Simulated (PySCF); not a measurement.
# YH3(NH3): how tightly the ligands are held

Aim: take one ligand of each kind off YH3(NH3), with both parts rigid, and scan its distance from the metal. The structure is generated, not taken from experiment.

Method: PBE0, Y def2-SVP with ECP28, H def2-SVP, N def2-SVP; scalar-relativistic core potentials, no spin–orbit coupling; program: PySCF 2.14.0.

1 further run of the same task is left out (for a known fault of the program).

**1. Where the work starts**

8 atoms, charge 0, spin multiplicity 1.

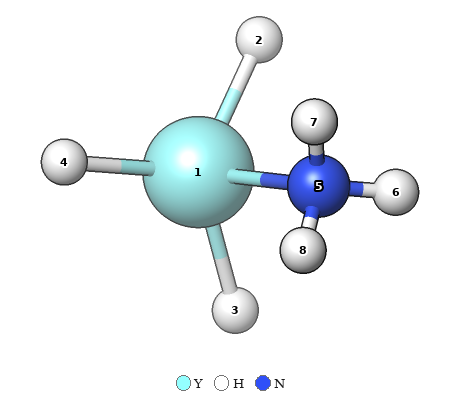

The geometry (yttrium teal, hydrogen white, nitrogen blue); atoms are numbered from 1 in the order of the file.

As a file:

```mol
H6NY
  3D, bonds by distance, orders not assigned

  8  7  0  0  0  0  0  0  0  0999 V2000
    0.3135   -0.3135    0.3135 Y   0  0
    1.2691    1.1707    1.2691 H   0  0
   -1.1707   -1.2691    1.2691 H   0  0
    1.2691   -1.2691   -1.1707 H   0  0
   -1.1019    1.1019   -1.1019 N   0  0
   -1.7125    1.7125   -0.5540 H   0  0
   -0.5540    1.7125   -1.7125 H   0  0
   -1.7125    0.5540   -1.7125 H   0  0
  1  2  8  0
  1  3  8  0
  1  4  8  0
  1  5  8  0
  5  6  8  0
  5  7  8  0
  5  8  8  0
M  END
```

Formal oxidation states: Y +3. An earlier session relaxed this geometry at PBE0, Y def2-SVP with ECP28, H def2-SVP, N def2-SVP (singlet, point group C3v).

**2. H taken off**

The ligand (atom 2) keeps its formal charge and a closed shell where it can; ligand and rest are solved at the complex's geometry, in vacuum, with the settings of the relaxation.

```tsv
part	charge	state	energy (Eh)
complex	0	singlet	-96.508318
ligand	-1	singlet	-0.480007
rest	1	singlet	-95.695682
```

Wall time 1.7 s (2 threads of Intel Xeon at 2.50GHz (Skylake/Cascade Lake), shared host).

**3. Rigid scan of H**

Atom 2 moves along the line from atom 1; the distance is to the donor, the donors' midpoint or the ring centre. Each point starts from the density of the one before.

```tsv
distance (Å)	energy from the relaxed point (eV)
1.71	0.471
1.81	0.187
1.91	0.042
2.01	0.000
2.11	0.033
2.21	0.120
2.41	0.395
2.71	0.924
3.11	1.645
3.61	2.433
```

Run time: 15 s. Hardware: 2 threads of Intel Xeon at 2.50GHz (Skylake/Cascade Lake), shared host.

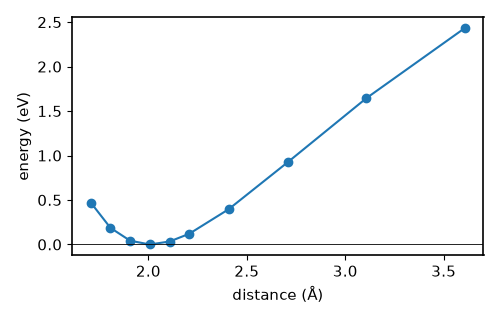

Energy along the rigid scan of H.

**4. NH3 taken off**

The ligand (atoms 5, 6, 7, 8) keeps its formal charge and a closed shell where it can; ligand and rest are solved at the complex's geometry, in vacuum, with the settings of the relaxation.

```tsv
part	charge	state	energy (Eh)
complex	0	singlet	-96.508318
ligand	0	singlet	-56.440669
rest	0	singlet	-40.009736
```

Wall time 0.6 s (2 threads of Intel Xeon at 2.50GHz (Skylake/Cascade Lake), shared host).

**5. Rigid scan of NH3**

Atoms 5, 6, 7, 8 move together along the line from atom 1; the distance is to the donor, the donors' midpoint or the ring centre. Each point starts from the density of the one before.

```tsv
distance (Å)	energy from the relaxed point (eV)
2.15	0.376
2.25	0.143
2.35	0.031
2.45	0.000
2.55	0.023
2.65	0.080
2.85	0.245
3.15	0.516
3.55	0.818
4.05	1.076
```

It took 14 s on 2 threads of Intel Xeon at 2.50GHz (Skylake/Cascade Lake), shared host.

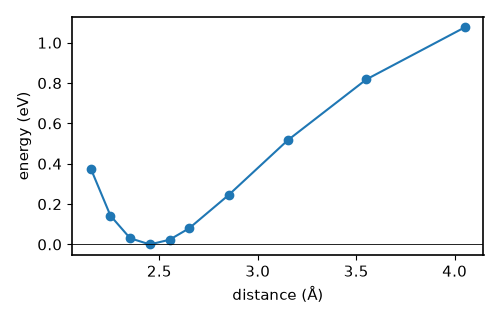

Energy along the rigid scan of NH3.

**6. Results**

| quantity | value |
| --- | --- |
| taking off H | 9.05 eV |
| stiffness of the H contact | 7.5 eV/Å² |
| taking off NH3 | 1.58 eV |
| stiffness of the NH3 contact | 5.4 eV/Å² |

Taking off H as a fragment of charge -1 costs 9.05 eV, much of it the attraction of the two charges. Near 2.01 Å the H contact has a stiffness of about 7.5 eV/Å², and the energy stands 2.43 eV higher at 3.61 Å. Taking off NH3 as a fragment of charge +0 costs 1.58 eV. Near 2.45 Å the NH3 contact has a stiffness of about 5.4 eV/Å², and the energy stands 1.08 eV higher at 4.05 Å. The free anion is solved without diffuse functions, no counterpoise correction is made, and the parts aren't relaxed; each of these makes the binding look larger. The bases are small and lack diffuse functions. Spin–orbit coupling is left out.
